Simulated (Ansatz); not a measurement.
**One shape, several levels: SiH3Cl (chlorosilane)**

Wanted: a comparison of 6 runs (HF/STO-3G, B2PLYP/STO-3G, B3LYP/STO-3G, r2SCAN0/STO-3G, UMP2/STO-3G, FCI/STO-3G) of SiH3Cl (chlorosilane). 

The results are computed with Ansatz 0.2.0.

53 further runs of the same task are left out: 4 that didn't finish, 49 set aside as unsound or not needed.

### 1 Starting point

The species is SiH3Cl (5 atoms), meant as a singlet with charge 0. As SMILES, `[SiH3]Cl`. The H4–Si1 distance was set to 3.702 Å, away from the relaxed value. At this shape a bond of the SMILES string is far longer than usual.

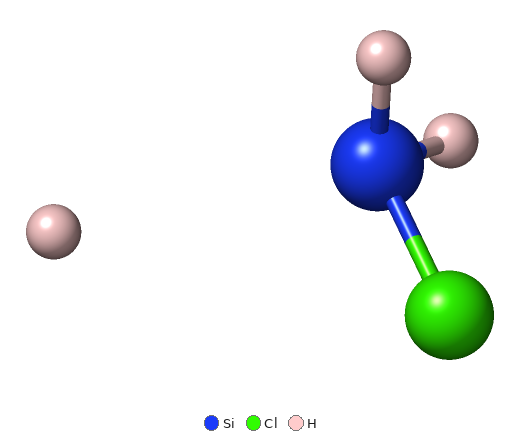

Viewed from a chosen angle; silicon blue, chlorine green, hydrogen pink.

### 2 The energy at HF/STO-3G (run 1)

job.yaml reads:

```yaml
crystal:
  periodic: [false, false, false]
  atoms:
    - {symbol: Si, position_ang: [0.522055, 0.925058, 1.895116]}
    - {symbol: Cl, position_ang: [2.472355, 0.392958, 2.255916]}
    - {symbol: H, position_ang: [-0.316845, 0.418158, 3.005116]}
    - {symbol: H, position_ang: [-0.534700, -0.585700, -1.314900]}
    - {symbol: H, position_ang: [0.443255, 2.401858, 1.821316]}
basis:
  gaussian:
    orbitals: STO-3G
hamiltonian:
  xc: hf
accuracy: high
```

The run is started by

```console
$ ansatz run job.yaml --threads 1 --pin off --max-ram 2610MiB --events-out events.jsonl --progress --plain --runs-dir runs
```

Output:

```text
Warning: RAYON_NUM_THREADS=1 ignored (pool sized by the plan → 1); use --threads N
Functional definition: HF
  name "HF"
  exchange = exact_x
  correlation = 0
359 factors; integrals over basis functions are off by at most 1.1e-8 eV
mean field evaluation 1: about -20172.8938 eV, gradient 2.0e1 eV
mean field evaluation 2: about -20172.9026 eV, gradient 2.0e1 eV
mean field evaluation 4: about -20178.4147 eV, gradient 1.2e1 eV
mean field evaluation 8: about -20179.9839 eV, gradient 7.8e-1 eV
mean field evaluation 16: about -20178.0227 eV, gradient 9.3e0 eV
mean field -20179.98625911 eV, -741.6008165363 hartree, gradient 4.6e-8 eV, S^2 0.000000; 0 other end points of the search recorded, 0 dependent functions left out
reference -20179.98625911 eV, -741.6008165363 hartree; 17, 17 occupied and 4, 4 virtual orbitals, 359 factors
Total energy: -20179.98625911 eV, -741.6008165363 hartree
```

It took 0.14 s on 1 thread of Arm Neoverse V1, shared host.

### 3 A single-point energy at B2PLYP/STO-3G (run 2)

job.yaml reads:

```yaml
crystal:
  periodic: [false, false, false]
  atoms:
    - symbol: Si
      position_ang: [0.522055, 0.925058, 1.895116]
    - symbol: Cl
      position_ang: [2.472355, 0.392958, 2.255916]
    - symbol: H
      position_ang: [-0.316845, 0.418158, 3.005116]
    - symbol: H
      position_ang: [-0.534700, -0.585700, -1.314900]
    - symbol: H
      position_ang: [0.443255, 2.401858, 1.821316]
basis:
  gaussian: {orbitals: STO-3G}
total_charge: 0
hamiltonian: {xc: {name: B2PLYP}}
correlation: {frozen_orbitals: {Cl: 5, H: 0, Si: 5}}
accuracy: high
```

The run is started by

```console
$ ansatz run job.yaml --threads 1 --pin off --max-ram 2610MiB --events-out events.jsonl --progress --plain --runs-dir runs
```

Output:

```text
Warning: RAYON_NUM_THREADS=1 ignored (pool sized by the plan → 1); use --threads N
Functional definition: B2PLYP
  name "B2PLYP"
  parameter a = 0.53
  parameter c = 0.27
  exchange = (1 - a)*b88_x + a*exact_x
  correlation = (1 - c)*lyp_c + c*(mp2_os + mp2_ss)
359 factors; integrals over basis functions are off by at most 1.1e-8 eV
mean field evaluation 1: about -20195.6622 eV, gradient 2.3e1 eV
mean field evaluation 2: about -20195.6527 eV, gradient 2.3e1 eV
mean field evaluation 4: about -20198.2420 eV, gradient 1.8e1 eV
mean field evaluation 8: about -20203.8046 eV, gradient 1.2e1 eV
mean field evaluation 16: about -20204.9019 eV, gradient 5.1e-9 eV
mean field evaluation 32: about -20203.8605 eV, gradient 6.5e-1 eV
mean field -20204.90191599 eV, -742.5164500382 hartree, gradient 1.5e-8 eV, S^2 0.000000; 1 other end points of the search recorded, 0 dependent functions left out; unrestricted orbitals would lower it
10 core orbitals not correlated: weight in the atoms' cores, before any rotation towards them, 1.000 or more for the frozen orbitals, at most 0.000 for the correlated occupied ones
reference -20204.90193566 eV, -742.5164507613 hartree; 7, 7 occupied and 4, 4 virtual orbitals, 359 factors
second order -8.30441385 eV of doubles, -0.00000000 eV of singles
Total energy: -20207.14412740 eV, -742.5988497879 hartree
```

Run time: 2.5 s. Hardware: 1 thread of Arm Neoverse V1, shared host; peak memory 0.1 GiB.

Runs 3 to 5 aren't shown in full; the table further down has their settings and results.

### 4 The energy at FCI/STO-3G (run 6)

in.yaml reads:

```yaml
crystal:
  periodic: [false, false, false]
  atoms:
    - symbol: Si
      position_ang: [0.522055, 0.925058, 1.895116]
    - symbol: Cl
      position_ang: [2.472355, 0.392958, 2.255916]
    - symbol: H
      position_ang: [-0.316845, 0.418158, 3.005116]
    - symbol: H
      position_ang: [-0.534700, -0.585700, -1.314900]
    - symbol: H
      position_ang: [0.443255, 2.401858, 1.821316]
basis:
  gaussian:
    orbitals: STO-3G
correlation:
  method: fci
  frozen_orbitals: {Cl: 5, H: 0, Si: 5}
accuracy: high
```

The run is started by

```console
$ ansatz run in.yaml --threads 1 --pin off --max-ram 2610MiB --events-out events.jsonl --progress --plain --runs-dir runs
```

Output:

```text
Warning: RAYON_NUM_THREADS=1 ignored (pool sized by the plan → 1); use --threads N
[... 4 set-up lines as earlier in the session ...]
359 factors; integrals over basis functions are off by at most 1.1e-8 eV
mean field evaluation 1: about -20172.8938 eV, gradient 2.0e1 eV
mean field evaluation 2: about -20172.9026 eV, gradient 2.0e1 eV
mean field evaluation 4: about -20178.4147 eV, gradient 1.2e1 eV
mean field evaluation 8: about -20179.9839 eV, gradient 7.8e-1 eV
mean field evaluation 16: about -20178.8516 eV, gradient 2.2e-1 eV
mean field -20179.98625911 eV, -741.6008165363 hartree, gradient 4.6e-8 eV, S^2 0.000000; 2 other end points of the search recorded, 0 dependent functions left out; unrestricted orbitals would lower it
mean field evaluation 32: about -20185.6589 eV, gradient 6.7e-2 eV
unrestricted determinant -20185.65893780 eV, -741.8092836329 hartree, S^2 0.9989
10 core orbitals not correlated: weight in the atoms' cores, before any rotation towards them, 1.000 or more for the frozen orbitals, at most 0.000 for the correlated occupied ones
reference -20179.98625911 eV, -741.6008165363 hartree; 7, 7 occupied and 4, 4 virtual orbitals, 359 factors
state -20187.05731234 eV, -741.8606729497 hartree
Total energy: -20187.05731234 eV, -741.8606729497 hartree
```

Wall time 0.65 s (1 thread of Arm Neoverse V1, shared host).

### 5 All runs side by side

| run | level | frozen core orbitals | energy (Eh) | wall time |
| --- | --- | --- | --- | --- |
| 1 | HF/STO-3G | – | -741.600817 | 0.14 s |
| 2 | B2PLYP/STO-3G | 10 | -742.598850 | 2.5 s |
| 3 | B3LYP/STO-3G | – | -742.893276 | 1.5 s |
| 4 | r2SCAN0/STO-3G | – | -742.859369 | 3.6 s |
| 5 | UMP2/STO-3G | 10 | -741.843223 | 0.41 s |
| 6 | FCI/STO-3G | 10 | -741.860673 | 0.65 s |

### 6 Summary of results

| quantity | value |
| --- | --- |
| run 6: total energy | -741.86067 Eh |
| run 6: correlation energy (10 core orbitals frozen) | -259.9 mEh |

In words: Against full CI in this basis: HF +259.9 mEh; UMP2 +17.4 mEh. Totals of different functionals can't be ranked against each other. In run 2 the log says that unrestricted orbitals would lower the reference, so the values rest on an unstable closed-shell determinant (other closed-shell runs at this shape may share the fault). In runs 1, 2, 3, 4, 5, 6 the basis is minimal, so the values are rough. In runs 1, 2, 3, 4 a closed-shell determinant meets a far-stretched bond, which it describes badly. Spin contamination of the reference: run 5 ⟨S²⟩ = 1.00. Where it is this large, the reference is a mixture of spin states, and values that rest on it are in doubt. All runs together took 8.8 s, the longest 3.6 s.
